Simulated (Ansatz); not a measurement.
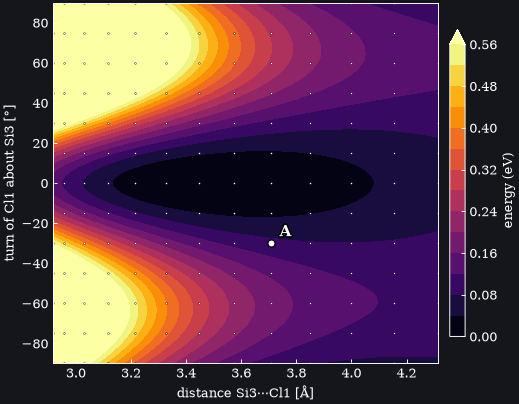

The pair Cl···CH₆Si, charge −1. 
- The turn is about an axis along (−0.08, −0.93, −0.37) in the frame of the relaxed pair, normal to the line between the partners.
- First axis: distance Si3···Cl1. Second axis: turn of Cl1 about Si3.
- The grid has 13 × 13 points.
- Points are written as (first, second).
- Energies: eV, counted from the lowest grid point.
- The calculation used Ansatz 0.2.0, RHF/def2-SVPD.

In the figure: filled contours, dots at the grid points, one colour for all values above the top of the scale, the point A. Between grid points the surface is interpolated.

Which way does the force act at A, and how strong is it?

A, at (3.709 Å, −30°), is not a stationary point. The computed force is 0.088 eV for each Å towards larger values of distance Si3···Cl1 and 0.0043 eV for each degree towards larger values of turn of Cl1 about Si3.
